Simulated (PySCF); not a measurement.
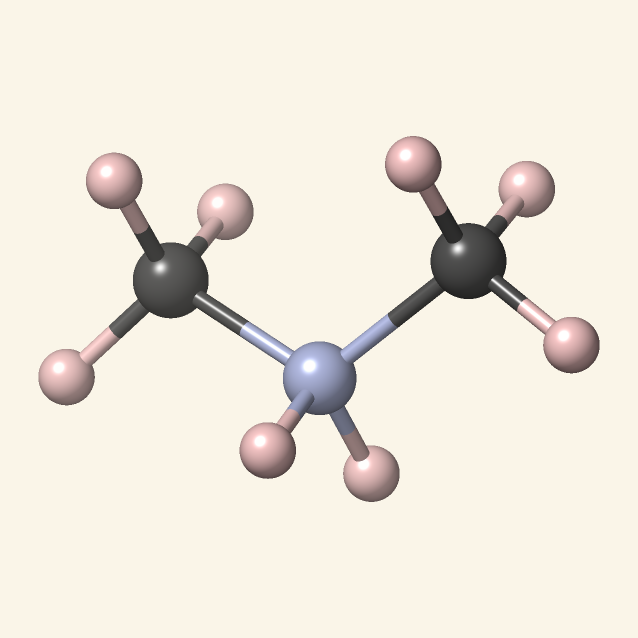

The picture shows a molecular structure as a ball-and-stick model. Every bond is drawn as one stick, whatever its order. Colours: carbon dark grey, nitrogen light blue, hydrogen pink.

Charge +1, singlet. The geometry was computed by an optimisation with PBE0-D3(BJ)/def2-SVP. No frequency run is at hand to confirm it as a minimum.

Describe the molecule.

The species is C2H8N(+). As SMILES it reads `C[NH2+]C`. It has no ring. Coordination: 2 C tetrahedral; 1 N tetrahedral.

More results for the same structure follow; atom numbers are the same in all pictures, views and colours differ.

Shape

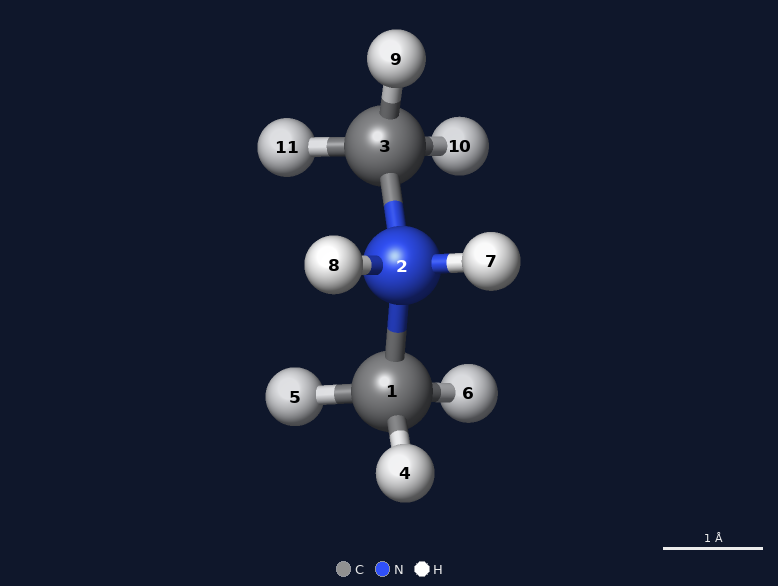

Numbered structure. No frequency run is at hand to confirm it as a minimum.

What are the angles C1–N2–C3, C1–N2–H7, N2–C1–H4, N2–C1–H5, N2–C1–H6?

```json
{"angle": "C1–N2–C3", "degrees": "114.6"}
{"angle": "C1–N2–H7", "degrees": "109.2"}
{"angle": "N2–C1–H4", "degrees": "109.3"}
{"angle": "N2–C1–H5", "degrees": "108.7"}
{"angle": "N2–C1–H6", "degrees": "108.7"}
```

NMR shielding

The questions are on isotropic NMR shieldings of the H atoms. No frequency run is at hand to confirm it as a minimum. Properties computed with GIAO PBE0/pcSseg-1 NMR shielding, non-relativistic, gas phase (PySCF 2.14.0).

**Which H atom is the most shielded (lowest chemical shift)?**

H5, H6, H10, H11 (28.06 to 28.08 ppm).

**Which H atom is the least shielded (highest chemical shift)?**

H7, H8 (27.05 ppm).

**How wide is the range of H shifts?**

1.03 ppm.

Give the isotropic NMR shieldings of the H atoms atom by atom.

```csv
atom,σ (ppm)
H4,27.80
H5,28.07
H6,28.07
H7,27.05
H8,27.05
H9,27.80
H10,28.08
H11,28.06
```

Core levels

No frequency run is at hand to confirm it as a minimum. Method: delta-SCF UKS SCAN, pcX-2 on the ionised atom, pcseg-1 elsewhere, spin-free X2C (PySCF 2.14.0).

Give the core-electron binding energies (to vacuum) of C1 1s, N2 1s.

| atom | level | binding energy (eV) |
| --- | --- | --- |
| C1 | 1s | 298.0 |
| N2 | 1s | 414.8 |

Charges

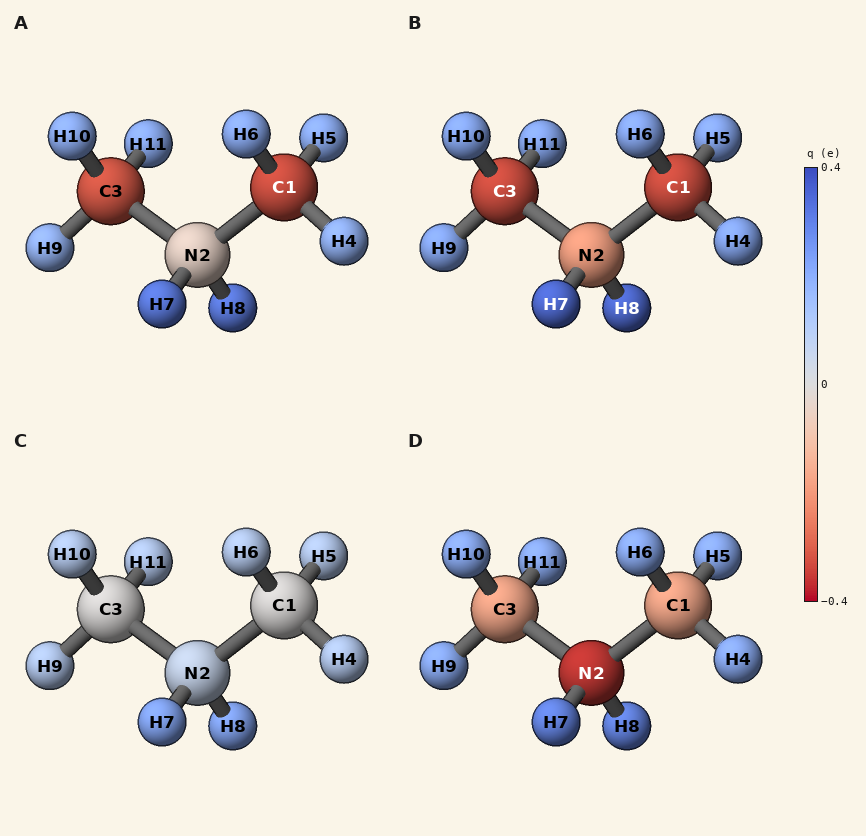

Atomic charges of one calculation by 4 schemes, on one colour scale. No frequency run is at hand to confirm it as a minimum. Computed with PBE0/pcSseg-1 (PySCF 2.14.0).

**The schemes are ESP-fitted, Hirshfeld, IAO, Mulliken. Which panel shows which?**

A ESP-fitted, B IAO, C Hirshfeld, D Mulliken.

List the charges (e), one line for each set of equivalent atoms. Atoms whose distances differ by more than 0.02 Å in this geometry are listed apart.

```tsv
atom	ESP-fitted	IAO	Hirshfeld	Mulliken
C1, C3	−0.32	−0.32	−0.01	−0.16
N2	−0.04	−0.18	0.05	−0.35
H4, H9	0.17	0.20	0.09	0.19
H5, H10	0.18	0.19	0.09	0.19
H6, H11	0.18	0.19	0.09	0.19
H7, H8	0.30	0.33	0.20	0.28
```

Mulliken values depend strongly on the basis set and can even reverse the polarity of a bond.
